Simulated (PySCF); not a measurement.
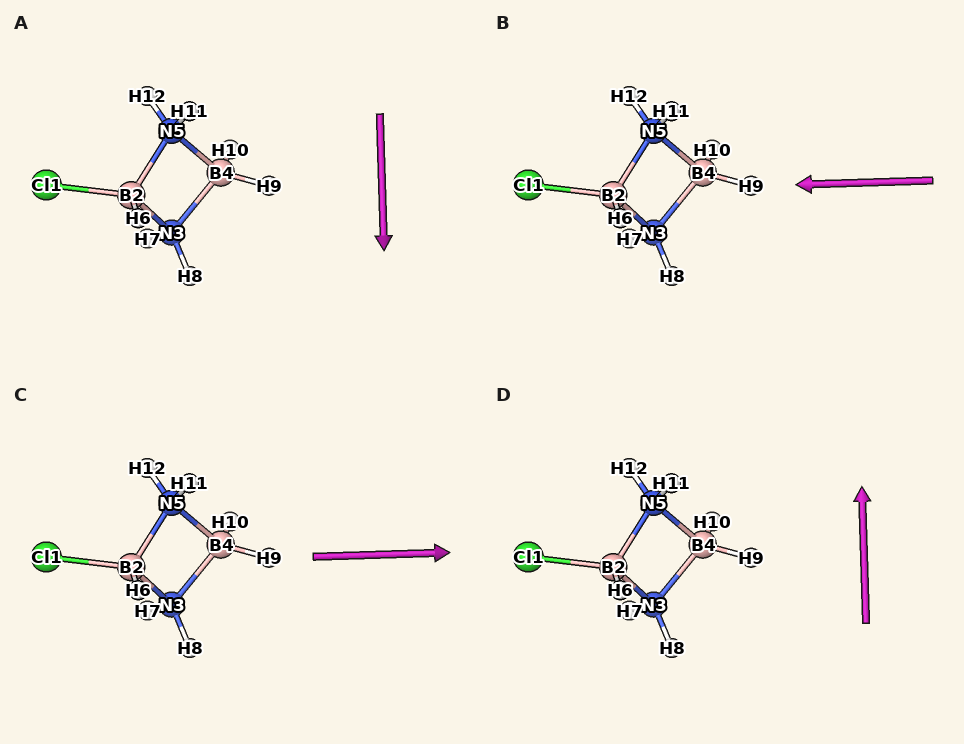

The same molecule four times, each with an arrow. Computed geometry: PBE0-D3(BJ)/def2-SVP optimisation. No frequency run is at hand to confirm it as a minimum. Method: BLYP/pcSseg-2, gas phase (PySCF 2.14.0).

### Which arrow points along the dipole moment, from the negative to the positive end?

C. The dipole moment is 1.38 D; it points from the side of Cl1 to the side of H9 (the outermost atoms at the two ends).
